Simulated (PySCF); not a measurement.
AsH (charge −1, doublet)

```xyz
2

As    0.0000    0.0000   -0.0205
H     0.0000    0.0000    1.5275
```

The calculation used PBE0/def2-TZVPPD, non-relativistic Hamiltonian with scalar-relativistic core potentials where named, at a bond length of 1.548 Å (PySCF 2.14.0).

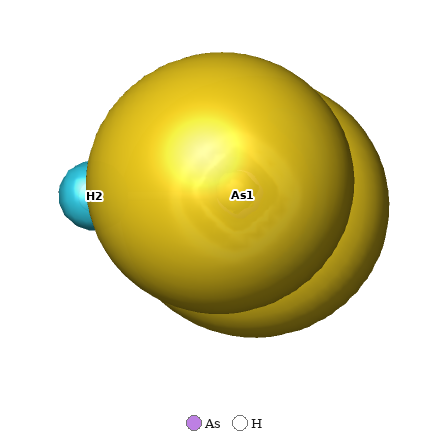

Figure 1. Isosurfaces of the spin density at +0.015 (yellow) and −0.015 e/Å³ (cyan), seen from one side.

Question: Which atoms carry the spin?

Answer: The unpaired spin (1 electron) lies mostly on As1 (about 1.0), in electrons by Hirshfeld's partition.

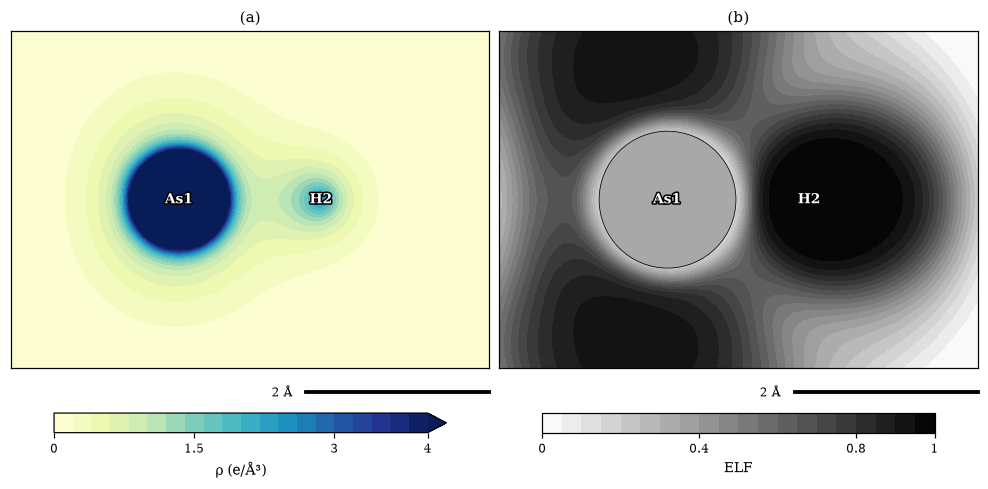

Figure 2. (a) electron density; (b) ELF on a plane that holds the molecular axis. Grey discs cover the atomic cores in the ELF map.

Question: Describe what can be read from this map.

Answer: Atoms in the plane: As and H. As–H (1.55 Å): ρ is about 1 e/Å³ halfway; the ELF climbs to about 1 towards the hydrogen, as it does in any bond to H.

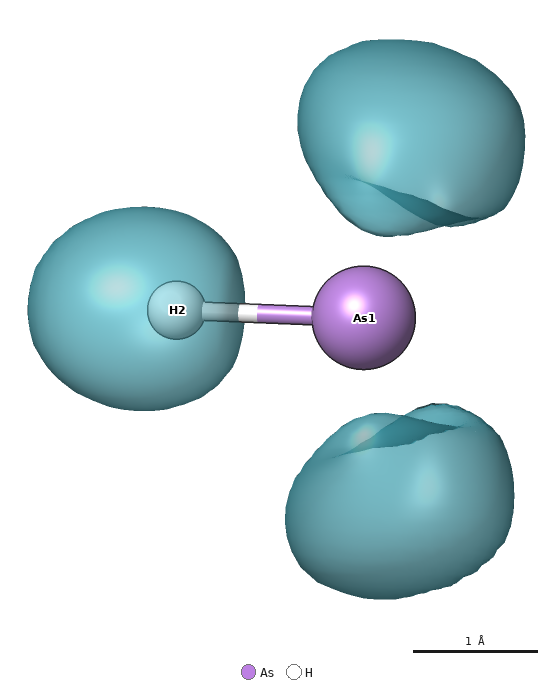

Figure 3. Isosurface of the electron localisation function at 0.85 (cyan), seen from one side. Only the valence region is drawn (cores and ρ < 0.01 e/Å³ removed).

Question: Identify the bonds, lone pairs and shells in this picture.

Answer: The surface consists of one region around a hydrogen nucleus and two lobes on As, pointing away from the bonds (non-bonding electrons).
